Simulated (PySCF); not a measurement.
# C6H3F3O: runs on many settings, part 2 of 2

PySCF 2.14.0. Atoms count from 0.

## Step 6: Spin-spin couplings: B3LYP/cc-pVDZ

Job settings and geometry (Å):

```
{"job": {"kind": "j", "xc": "B3LYP", "basis": "cc-pVDZ", "grid": 4}, "charge": 0, "multiplicity": 1}
C     -2.117461    -0.962005    -0.071847
C     -1.270133     0.073070    -0.023295
C      0.132270    -0.090832    -0.000403
C      1.331234    -0.191204     0.020650
C      2.777015    -0.343736     0.041197
F      3.158359    -1.575065    -0.332858
F      3.288606    -0.133809     1.264437
F      3.385740     0.520302    -0.786113
C     -1.785290     1.469299     0.010297
O     -2.950737     1.750453    -0.001718
H     -1.781610    -1.984176    -0.096864
H     -3.178265    -0.770824    -0.089012
H     -0.994116     2.239015     0.047801
```

Level: B3LYP/cc-pVDZ indirect spin-spin coupling, non-relativistic, gas phase.

The log of the run:

```text
coarse grid: 12720 points
cycle   1  E = -604.8299160911  dE =  1.906e+00  |g| = 1.232e+00  |ddm| = 8.226e+00
cycle   2  E = -604.0197831324  dE =  8.101e-01  |g| = 2.393e+00  |ddm| = 5.897e+00
cycle   3  E = -605.0860977448  dE = -1.066e+00  |g| = 3.580e-01  |ddm| = 3.899e+00
cycle   4  E = -605.1102575021  dE = -2.416e-02  |g| = 1.218e-01  |ddm| = 6.678e-01
cycle   5  E = -605.1120438484  dE = -1.786e-03  |g| = 5.970e-02  |ddm| = 2.325e-01
cycle   6  E = -605.1128251697  dE = -7.813e-04  |g| = 1.996e-02  |ddm| = 1.211e-01
cycle   7  E = -605.1129238238  dE = -9.865e-05  |g| = 4.448e-03  |ddm| = 3.251e-02
cycle   8  E = -605.1129280810  dE = -4.257e-06  |g| = 1.032e-03  |ddm| = 7.216e-03
final grid: 333544 points
cycle   9  E = -605.1249571600  dE = -2.530e-05  |g| = 7.042e-03  |ddm| = 7.884e-02
cycle  10  E = -605.1249357569  dE =  2.140e-05  |g| = 1.262e-02  |ddm| = 2.926e-02
cycle  11  E = -605.1249660329  dE = -3.028e-05  |g| = 2.474e-03  |ddm| = 1.954e-02
cycle  12  E = -605.1249671973  dE = -1.164e-06  |g| = 4.089e-04  |ddm| = 3.909e-03
cycle  13  E = -605.1249672225  dE = -2.517e-08  |g| = 2.218e-04  |ddm| = 9.262e-04
cycle  14  E = -605.1249672340  dE = -1.152e-08  |g| = 7.058e-05  |ddm| = 3.840e-04
cycle  15  E = -605.1249672351  dE = -1.103e-09  |g| = 1.067e-05  |ddm| = 1.284e-04
cycle  16  E = -605.1249672351  dE = -2.092e-11  |g| = 5.822e-06  |ddm| = 2.694e-05
converged SCF energy = -605.1249672351

Indirect spin-spin couplings (Hz)
  i      j    bonds     total        FC       PSO       DSO        SD
  0 C    5 F    5      2.359     2.993    -0.527    -0.061    -0.047
  0 C    6 F    5      3.744     4.429     0.358    -0.123    -0.921
  0 C    7 F    5      2.935     3.214     0.676    -0.147    -0.808
  0 C   10 H    1    164.150   164.050    -0.533     0.633         -
  0 C   11 H    1    168.343   168.174    -0.496     0.665         -
  0 C   12 H    3      1.474     1.613     0.378    -0.517         -
  1 C    5 F    4     -2.126    -2.039     0.037    -0.109    -0.015
  1 C    6 F    4     -3.236    -3.678     0.052    -0.106     0.496
  1 C    7 F    4     -2.448    -2.780     0.035    -0.106     0.402
  1 C   10 H    2     -1.032     0.660    -1.301    -0.391         -
  1 C   11 H    2     -3.409    -1.529    -1.565    -0.314         -
  1 C   12 H    2     24.706    25.002    -0.236    -0.060         -
  2 C    5 F    3      5.097     7.849    -0.740    -0.199    -1.812
  2 C    6 F    3      6.706     9.200    -0.515    -0.207    -1.773
  2 C    7 F    3      6.458     8.964    -0.531    -0.208    -1.767
  2 C   10 H    3      7.099     6.968     0.016     0.115         -
  2 C   11 H    3     10.482    10.631     0.281    -0.430         -
  2 C   12 H    3      0.031    -0.157    -0.095     0.283         -
  3 C    5 F    2     45.045    43.701    -0.184     0.118     1.410
  3 C    6 F    2     44.087    42.313    -0.126     0.119     1.781
  3 C    7 F    2     44.372    42.757    -0.158     0.120     1.653
  3 C   10 H    4     -1.909    -1.670    -0.200    -0.039         -
  3 C   11 H    4     -0.259    -0.033     0.099    -0.325         -
  3 C   12 H    4     -0.279    -0.264    -0.102     0.087         -
  4 C    5 F    1   -248.900  -228.828   -28.594     1.472     7.050
  4 C    6 F    1   -250.583  -230.501   -28.597     1.471     7.044
  4 C    7 F    1   -250.848  -230.828   -28.560     1.472     7.069
  4 C   10 H    5      0.586     0.583    -0.023     0.026         -
  4 C   11 H    5      0.454     0.508     0.091    -0.144         -
  5 F    6 F    2    147.366   108.120    -9.308    -0.283    48.837
  5 F    7 F    2    147.145   107.107    -8.582    -0.284    48.903
  5 F    8 C    5      2.241     2.117     0.129    -0.102     0.098
  5 F   10 H    6     -0.422    -0.341    -0.262     0.186    -0.006
  5 F   11 H    6      0.292     0.407     0.336    -0.568     0.116
  6 F    7 F    2    149.061   109.380    -8.844    -0.280    48.805
  6 F    8 C    5      0.998     1.060     0.008    -0.029    -0.041
  6 F    9 O    6      0.276     0.424     0.016     0.068    -0.231
  6 F   10 H    6     -2.325    -1.873     0.316    -0.304    -0.465
  6 F   11 H    6     -1.601    -1.923     0.474    -0.637     0.486
  7 F    8 C    5      1.888     1.976    -0.035     0.001    -0.054
  7 F   10 H    6     -1.431    -1.076     0.495    -0.477    -0.373
  7 F   11 H    6     -0.919    -0.949     0.524    -0.669     0.176
  8 C   10 H    3      6.546     6.652     0.339    -0.445         -
  8 C   11 H    3      4.547     4.654    -0.126     0.019         -
  8 C   12 H    1    175.425   175.345    -1.014     1.094         -
  9 O   10 H    4      0.417     0.756    -0.556     0.217         -
  9 O   11 H    4      0.445     0.750    -0.165    -0.139         -
  9 O   12 H    2     -1.099    -4.555     3.063     0.393         -
 10 H   11 H    2     -0.648     0.264     2.553    -3.465         -
 10 H   12 H    4      0.922     1.510     1.241    -1.829         -
 11 H   12 H    4     -0.319     0.327     1.254    -1.901         -
```

Run time: 43 s. Hardware: 1 thread of Arm Neoverse V1, shared host; peak memory 0.85 GiB.

This basis has no tight s functions, so the Fermi-contact terms are rough.

Beyond four bonds or across contacts, the largest of 1 Hz or more: C0–F6 3.7 Hz, C0–F7 2.9 Hz, C0–F5 2.4 Hz, F6–H10 -2.3 Hz.

A choice of the couplings up to four bonds, sorted by the number of bonds, with means over like pairs; isotopes 13C, 19F, 1H, 17O:

```tsv
pair	bonds	J (Hz)	Fermi contact (Hz)	dihedral (°)
C4–F5	1	-250.1	-230.1	–
C8–H12	1	175.4	175.3	–
C0–H11	1	168.3	168.2	–
C0–H10	1	164.2	164.1	–
F5–F6	2	147.9	108.2	–
C3–F5	2	44.5	42.9	–
C1–H12	2	24.7	25.0	–
C1–H11	2	-3.4	-1.5	–
O9–H12	2	-1.1	-4.6	–
C1–H10	2	-1.0	0.7	–
C2–H11	3	10.5	10.6	-180
C2–H10	3	7.1	7.0	0
C8–H10	3	6.5	6.7	-180
C2–F5	3	6.1	8.7	–
C8–H11	3	4.5	4.7	0
C0–H12	3	1.5	1.6	-180
C1–F5	4	-2.6	-2.8	–
C3–H10	4	-1.9	-1.7	–
```

The spin-dipole term was solved for some atoms only; pairs without it lack that part.

The response was solved for the nuclei of F, H alone, so couplings that need other nuclei can be missing.

Quadrupole couplings from the field gradients of the same density:

```tsv
atom	isotope	eQq/h (MHz)	η
O9	17O	11.5	0.49
```

Shifts (PBE0/pcSseg-1, scaled to CDCl3) and these couplings together give the proton spectrum at 400 MHz below.

¹H NMR δ 9.25 (s, 1H), 7.16 (s, 1H), 6.50 (q, J = 1.4 Hz, 1H).

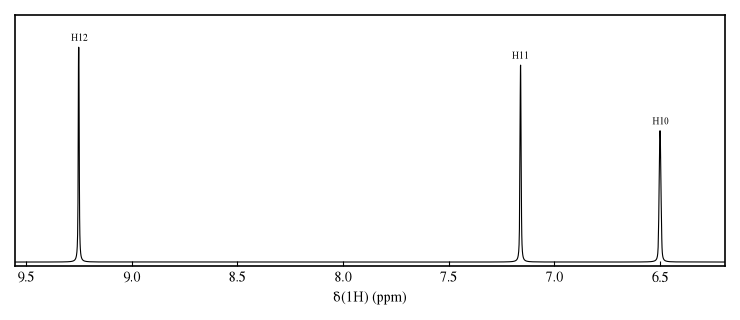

Simulated proton spectrum at 400 MHz, by exact diagonalisation of each spin system; lines 1.2 Hz wide, exchangeable protons uncoupled.

## Step 7: Run by run: NMR shifts

Shifts (ppm) of some atoms, chosen among heavy atoms and hydrogens apart, with basis size and wall time:

```tsv
run	C8	C0	C2	C3	H12	H10	O9	functions	time
PBE0/pcSseg-1	190.7	150.2	92.4	88.2	9.70	6.78	674.0	185	25 s
PBE/aug-cc-pVDZ	182.7	135.7	85.0	81.2	10.48	6.53	600.3	257	68 s
```

## Step 8: Results

What follows sums up all 2 parts.

| quantity | value |
| --- | --- |
| ¹³C shifts against TMS (PBE0/pcSseg-1) | 190.7, 150.2, 130.8, 124.3, 92.4, 88.2 ppm |
| ¹H shifts against TMS (PBE0/pcSseg-1) | 9.70, 7.48, 6.78 ppm |
| ¹⁹F shifts against CFCl3 (PBE0/pcSseg-1, means over atoms taken as alike) | -62.7 ppm |
| ¹⁷O shifts against H2O (PBE0/pcSseg-1) | 674.0 ppm |
| lowest singlet (PBE0/def2-SVPD) | 3.48 eV (356 nm), f = 0.000 |
| brightest single state of those computed | state 2, 4.88 eV, f = 0.150 |
| lowest triplet | 2.87 eV |
| largest coupling of the table (B3LYP/cc-pVDZ) | ¹J(C,F) C4–F5, -250.1 Hz (mean over like pairs) |
| range of the shift of O9 | 600.3 to 674.0 ppm |
| property runs in this session | 5, of which 0 failed and 1 gave unsound results |

**Reading.** Single values in the summary come from the first sound run of each kind (PBE0/pcSseg-1; PBE0/def2-SVPD; B3LYP/cc-pVDZ), which need not be the best level. The most deshielded carbon is C8 (aldehyde carbonyl carbon), at 190.7 ppm: the double bond to the heteroatom, with no lone-pair donor beside it, deshields it most. The most deshielded hydrogen is H12 (hydrogen on an aldehyde carbonyl carbon), at 9.70 ppm: the C=O anisotropy and electron withdrawal place aldehyde protons far downfield. At PBE0/pcSseg-1: The largest span, 1354 ppm, is at O9, where the paramagnetic term is -732 ppm. Of the pairs tabulated at B3LYP/cc-pVDZ, C4–F5 (mean over like pairs) couples most strongly (-250.1 Hz; Fermi contact -230.1 Hz). Couplings across rotatable bonds belong to this one conformer; where others are populated, the observed values are averages. Density functionals describe couplings to fluorine poorly, F–F couplings above all, so those rows are rough. Across the 2 runs the shift of O9 moves most, between 600.3 (PBE/aug-cc-pVDZ) and 674.0 ppm (PBE0/pcSseg-1). Couplings from bases without tight functions are rough.
